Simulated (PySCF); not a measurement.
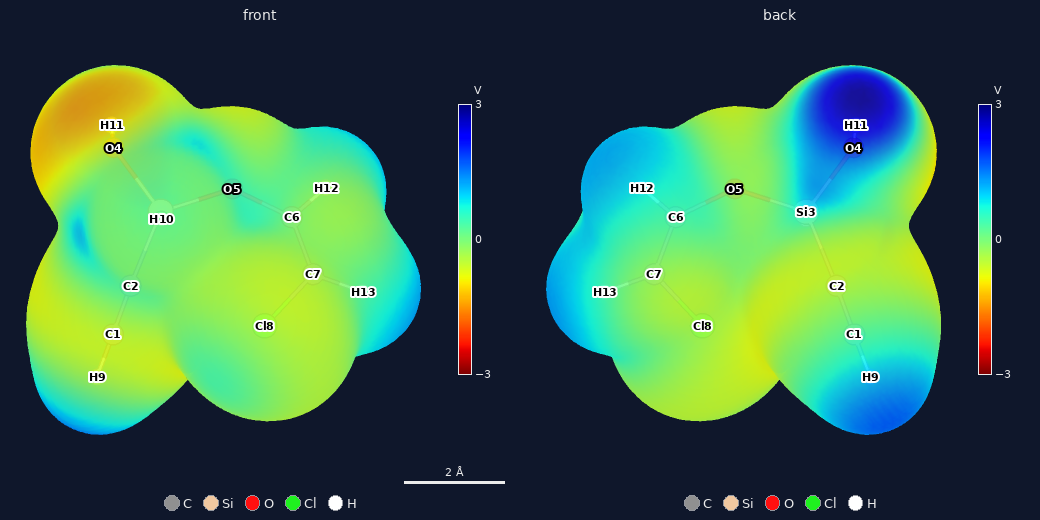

Figure 1: C4H5ClO2Si. The molecular electrostatic potential painted on the density surface at 0.002 e/bohr³, seen from the front and from behind; the colour scale runs from red (negative) to blue (positive).

Geometry: GFN2-xTB.

Method: wB97X-D/def2-SVPD, SCF density, gas phase in PySCF 2.14.0.

Input

```
{"job": {"kind": "uv", "xc": "wB97X-D", "basis": "def2-SVPD", "nstates": 8, "ntriplets": 3}, "charge": 0, "multiplicity": 1}
C      1.158979     1.153903     2.020928
C      0.242018     0.862353     1.301097
Si    -1.134273     0.401621     0.143682
O     -2.465510    -0.070435     0.931879
O     -0.681007    -0.942269    -0.697199
C      0.300266    -1.227595    -1.544445
C      1.199147    -0.412200    -2.081281
Cl     1.268683     1.276594    -1.755968
H      1.955812     1.412574     2.657769
H     -1.616416     1.488472    -0.684658
H     -2.509951    -0.896458     1.405297
H      0.330493    -2.279941    -1.808399
H      1.947372    -0.766135    -2.767680
```

Command:

```sh
OMP_NUM_THREADS=1 python probes_run.py task.json out
```

> Where is the surface potential most negative and most positive?

The most negative region (about −1.3 V) lies over O4, the most positive (about +2.6 V) over H11. Cl8 shows a σ-hole: about +0.4 V at the tip opposite its bond, against about −0.5 V on its flanks. O4 is the likeliest acceptor of a hydrogen bond.

> How polar is the molecule by this calculation?

Its dipole moment is 2.20 D.
